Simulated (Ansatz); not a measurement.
The parent structure is Li2Se in the anti-fluorite structure (space group Fm-3m, No. 225; a = 6.0063 Å).

Now apply this change: every lattice vector is stretched by 2.50 %, atoms relaxed at fixed cell.

Level of theory: PBE (Ansatz, a first-principles code, PAW, scalar-relativistic without spin-orbit coupling).

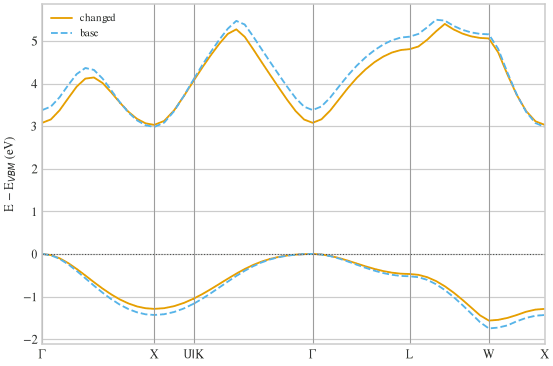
Figure. Highest valence and lowest conduction band along the path, each from its own valence-band maximum

Question: Read the changed gap and its character from the plot.

Answer: About 3.0 eV, indirect, Γ → X.

The cells carry an imposed strain or load. Stability against distortions was not tested.
